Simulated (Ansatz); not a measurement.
```yaml
crystal:
  lattice:
    - [4.15929, 0.00000, 0.00000]
    - [-2.07965, 3.60205, 0.00000]
    - [0.00000, 0.00000, 20.60692]
  atoms:
    - { symbol: Ge, position: [0.00000, 0.00000, 0.00000] }
    - { symbol: Ge, position: [0.66667, 0.33333, 0.33333] }
    - { symbol: Ge, position: [0.33333, 0.66667, 0.66667] }
    - { symbol: Pb, position: [0.33333, 0.66667, 0.16667] }
    - { symbol: Pb, position: [0.00000, 0.00000, 0.50000] }
    - { symbol: Pb, position: [0.66667, 0.33333, 0.83333] }
    - { symbol: Se, position: [0.00000, 0.00000, 0.25861] }
    - { symbol: Se, position: [0.66667, 0.33333, 0.59194] }
    - { symbol: Se, position: [0.33333, 0.66667, 0.92527] }
    - { symbol: Se, position: [0.66667, 0.33333, 0.07473] }
    - { symbol: Se, position: [0.33333, 0.66667, 0.40806] }
    - { symbol: Se, position: [0.00000, 0.00000, 0.74139] }
```

Space group R-3m; started from the ordered alloy on rocksalt lattice prototype, which need not be the ambient phase.

Method: DFT, PBE, plane waves, PAW in Ansatz.

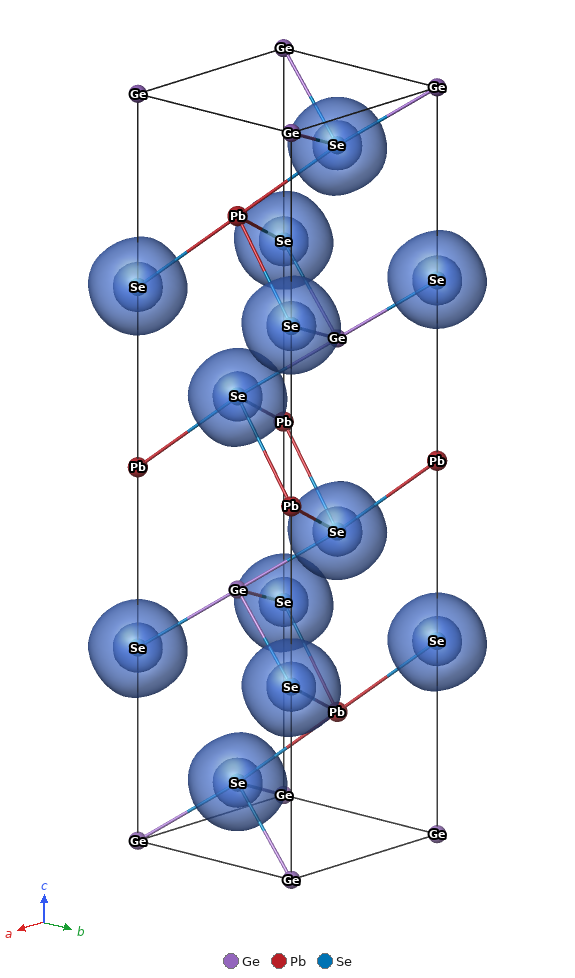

GePbSe₂. Isosurface of the ELF at 0.7 (blue), seen at an oblique angle. Only the valence region is drawn (cores and ρ < 0.01 e/Å³ removed). Sticks mark near contacts.

**What do the ELF domains correspond to?**

The ELF exceeds this value in six regions wrapped around Se (the valence shell of each), counted in one cell of 12 atoms. Any copies at cell faces, edges or corners count once.

Values along the shortest contacts:
Ge–Se (2.85 Å): the ELF is about 0.50 at the midpoint. Pb–Se (3.06 Å): the ELF is about 0.30 at the midpoint.
